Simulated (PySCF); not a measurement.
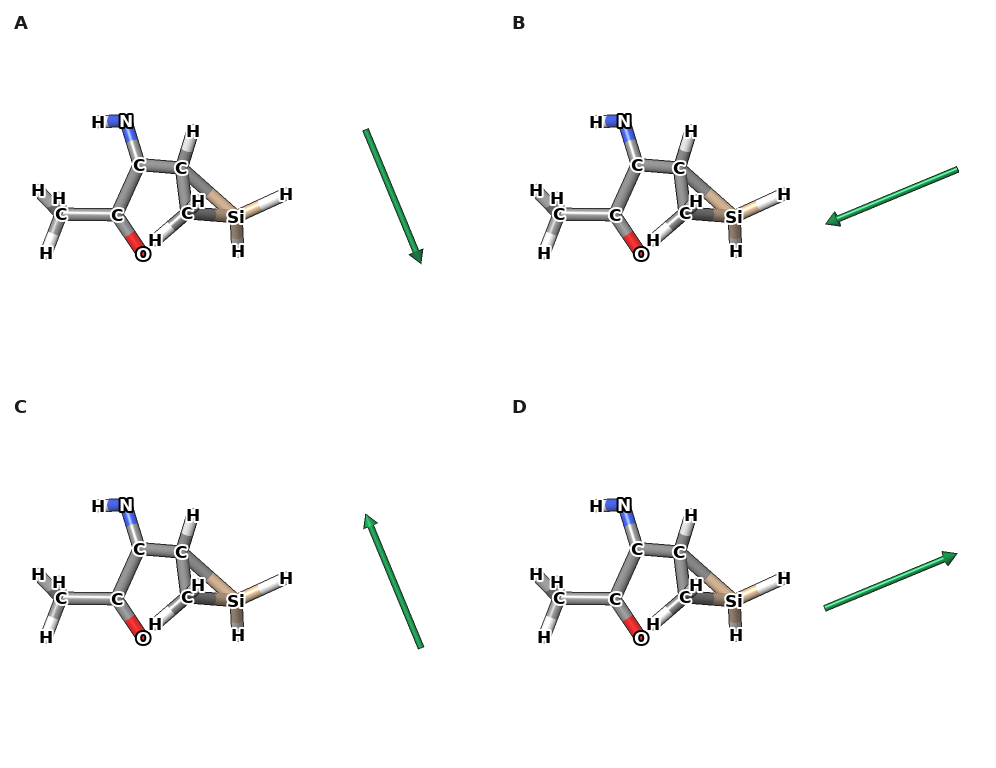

The same molecule four times, each with an arrow. The computed structure is the end point of a GFN2-xTB optimisation. No frequency run is at hand to confirm it as a minimum. Properties computed with PBE0/pcSseg-1, gas phase (PySCF 2.14.0).

Which arrow points along the dipole moment, from the negative to the positive end?

Answer. B. The dipole moment is 1.81 D.

The geometry is semi-empirical. Around Si such bond lengths and angles can be off by a tenth of an ångström or more and by several degrees, and values that hang on the shape move with them.
